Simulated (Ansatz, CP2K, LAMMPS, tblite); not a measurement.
# Which run comes nearest? Amorphous polyfuran (as short chains C26O6H18) at 500 K (150 atoms)

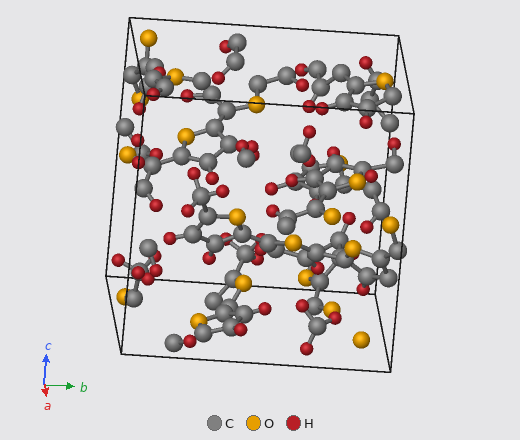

The cell (carbon grey, oxygen orange, hydrogen red). Bonds to atoms that aren't drawn are left out. Some periodic images of atoms are drawn too.

Density of this cell: 1.17 g/cm³. The cell holds 150 atoms: 78 C, 18 O and 54 H. Its edges and angles: a = 12.200 Å, b = 12.200 Å, c = 12.200 Å, α = 90.0°, β = 90.0°, γ = 90.0°. 3 polyfuran chains of 6 units with methyl end groups placed at random, at 1.17 g/cm³; overlaps pushed apart, then 20 ps at 800 K with MMFF94 bonds, angles, torsions, charges and radii (Halgren, J. Comput. Chem. 17, 490 (1996)) in harmonic and 12-6 forms. Snapshot after 30 ps at 500 K and fixed volume.

Geometry: as built.

The reference, a calculation:

| Property | Result |
| --- | --- |
| method | Kohn-Sham DFT, PBE, PAW, plane waves (Ansatz 0.2.0); cutoff 420 eV, Γ point, fermi-dirac smearing of 0.05 eV; PAW set soft_2 |
| r.m.s. force component | 1.382 eV/Å |
| longest force | 6.531 eV/Å |
| pressure | 3.717 GPa |
| gap (highest filled to lowest empty level) | 1.472 eV |
| SCF cycles | 11 |
| time | 25 s on 4 threads of Arm Neoverse V2, shared host |
| CPU time | 95 s |

Runs, in no order:
A. CP2K PBE, SZV-MOLOPT-SR, 600/50 Ry, TRS4 filter 1e-05, SCF 1e-06: Kohn-Sham DFT, PBE, GTH-PBE pseudopotentials, Gaussian and plane waves, SZV-MOLOPT-SR-GTH, linear-scaling purification of the density matrix
B. CP2K PBE, DZVP-MOLOPT-SR, 600/50 Ry, diagonalisation: Kohn-Sham DFT, PBE, GTH-PBE pseudopotentials, Gaussian and plane waves, DZVP-MOLOPT-SR-GTH, diagonalisation
C. CP2K GFN1-xTB, diagonalisation: GFN1-xTB tight binding (the program's own implementation), diagonalisation

Q: Order them from the smallest to the largest r.m.s. force difference.

B, C, A.

```
                                                                run  Δ force, r.m.s. (meV/Å)  share of r.m.s. force (%)  CPU time
            B. CP2K PBE, DZVP-MOLOPT-SR, 600/50 Ry, diagonalisation                      121                       8.76   6.6 min
                                  C. CP2K GFN1-xTB, diagonalisation                      328                       23.7      26 s
A. CP2K PBE, SZV-MOLOPT-SR, 600/50 Ry, TRS4 filter 1e-05, SCF 1e-06                     1512                        109   1.9 min
```

Periodic xTB results under one method name differ between programs and library versions. The network of contacts between molecules at the start is that of the classical potential that made the cell, and needn't be the one that DFT or experiment would give. The electronic-structure runs sample only Γ, in a cell whose shortest periodic width is 12 Å.

[Logs are printed without paths, hosts, clocks, repeated set-up lines and the standing remarks that a program may print on its own settings, such as how far it seeks lower states.]

[Hosts, paths, dates, database ids (printed as entryN), source tags and the programs' standing remarks are cut or masked in the printed files.]

[The MMFF94 radii named for the starting cell were scaled by 0.96; in molecules described by MMFF94, hydrogen bound to N, O or S took a small fixed 12-6 site in their place.]
